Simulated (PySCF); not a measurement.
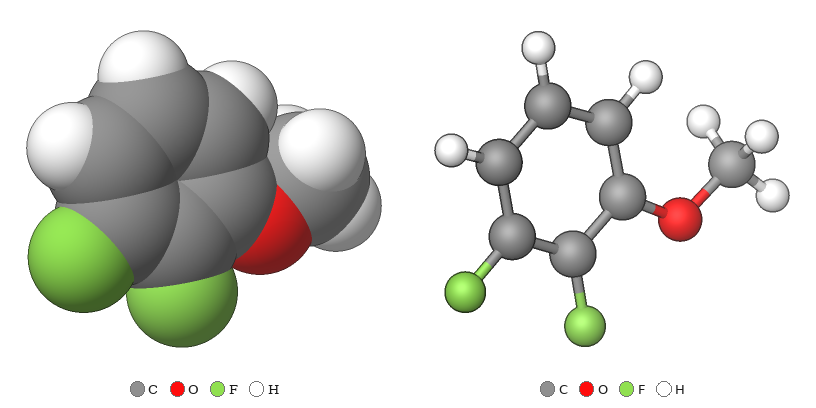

Two views of one molecule.

The geometry was computed by an optimisation with GFN2-xTB. No frequency run is at hand to confirm it as a minimum.

Which formula does it have?

C₇H₆F₂O, 16 atoms: 7 carbon, 6 hydrogen, 2 fluorine and 1 oxygen.

Give a SMILES string for it.

COc1cccc(F)c1F

More results for the same structure follow; atom numbers are the same in all pictures, views and colours differ.

### Symmetry

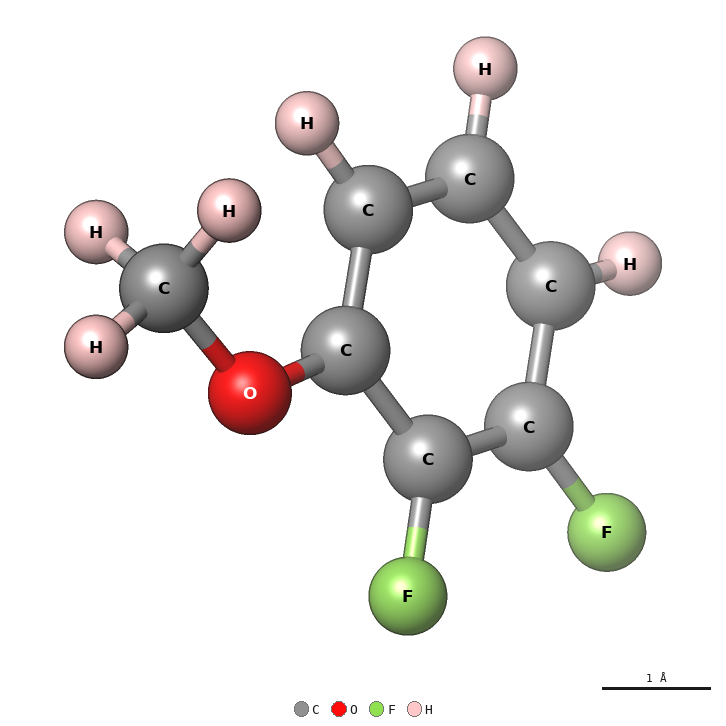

Depth is shown by fading: the farther an atom, the more it takes the colour of the background. No frequency run is at hand to confirm it as a minimum. Masses are those of the most abundant isotopes; constants are for the rigid equilibrium geometry.

Classify the rotor and give the rotational constants (cm⁻¹).

An asymmetric top (Cs): A = 0.0766, B = 0.0367, C = 0.0249 cm⁻¹. Ray's parameter κ is −0.54, nearer the prolate limit.

### NMR shielding

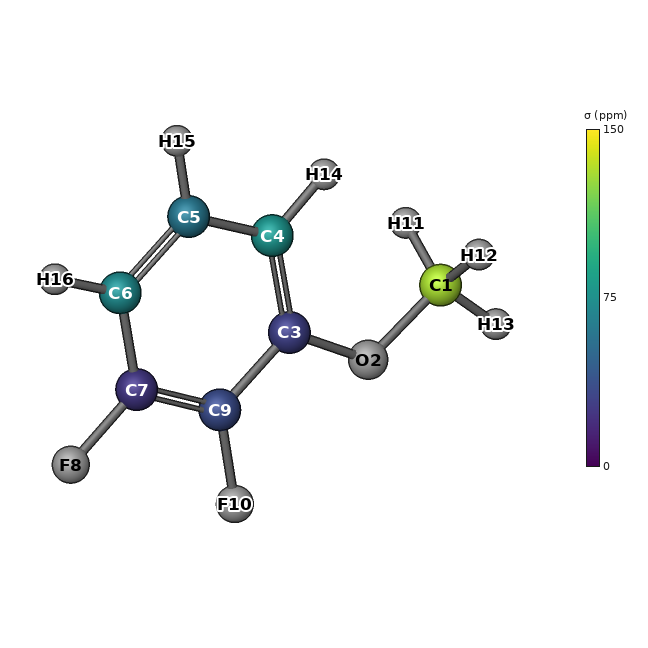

Atoms are coloured by their isotropic NMR shieldings (C only, the others grey). No frequency run is at hand to confirm it as a minimum. Properties computed with GIAO PBE0/pcSseg-1 NMR shielding, non-relativistic, gas phase (PySCF 2.14.0).

Which C atom is the most shielded (lowest chemical shift)?

C1 (130.6 ppm).

Which C atom is the least shielded (highest chemical shift)?

C7 (25.0 ppm).

How wide is the range of C shifts?

105.6 ppm.

List the isotropic NMR shieldings of the C atoms.

| atom | σ (ppm) |
| --- | --- |
| C1 | 130.6 |
| C3 | 29.4 |
| C4 | 77.1 |
| C5 | 59.2 |
| C6 | 71.9 |
| C7 | 25.0 |
| C9 | 35.6 |

### Ring current

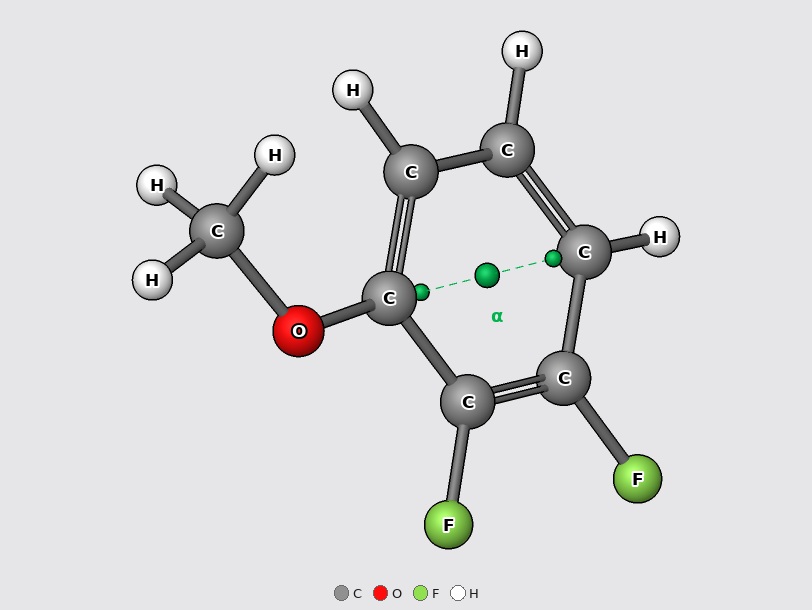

The small points mark where nucleus-independent chemical shifts (NICS) were computed: at the centre of each lettered ring and 1 Å above and below it. No frequency run is at hand to confirm it as a minimum. Level of theory: GIAO PBE0/pcSseg-1 NMR shielding, non-relativistic, gas phase (PySCF 2.14.0).

Give NICS(0), NICS(1) and the out-of-plane component NICS(1)zz for each ring (means of the two sides).

```json
{"ring": "α", "members": "C6", "NICS(0)": "−12.6", "NICS(1)": "−11.4", "NICS(1)zz": "−25.9"}
```

Values in ppm.

What do the values say about the ring currents?

Ring α: diatropic, as in an aromatic ring. NICS is one index among several.

### Electronic properties

No frequency run is at hand to confirm it as a minimum. Properties computed with PBE0/def2-SVPD, gas phase (PySCF 2.14.0). Excitations: vertical, linear response.

What is the HOMO–LUMO gap?

6.52 eV.

Estimate the lowest vertical singlet excitation.

5.32 eV.

What is the HOMO energy (Kohn–Sham orbital)?

−6.91 eV.

Give the mean static polarisability at this level.

86.3 bohr³.
